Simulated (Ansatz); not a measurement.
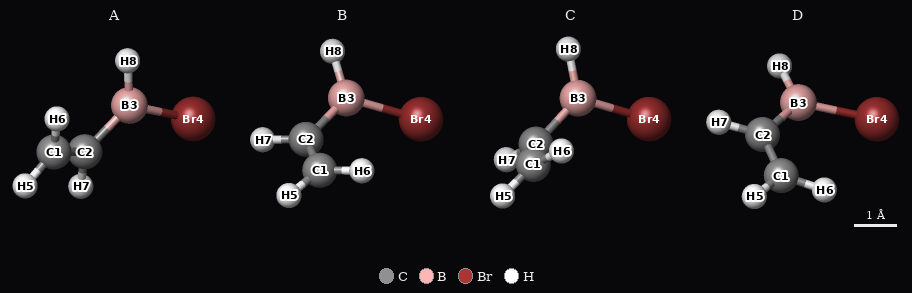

4 geometries from a converged minimum-energy path of C₂H₄BBr, shuffled. The picture is a ball-and-stick view, seen at a tilt.

Level of theory: RHF/def2-SVP (Ansatz). Settings: 7 movable images; climbing image; force threshold 0.03 eV/Å; iteration limit 60; starting path by image-dependent pair potential.

### Which frame is the top of the path?

C. In order along the path, whose images run from 0 to 8: A (image 1, +3.6 kJ/mol), C (image 4, +30.3 kJ/mol), B (image 6, +16.2 kJ/mol), D (image 8, +4.9 kJ/mol). The motion is a rotation about the C2–B3 bond by about 180°. No bond forms or breaks between the ends. Bond angles that change up to the highest image, for instance: C1–C2–B3 120.5° → 126.0°, B3–C2–H7 120.8° → 115.8°.
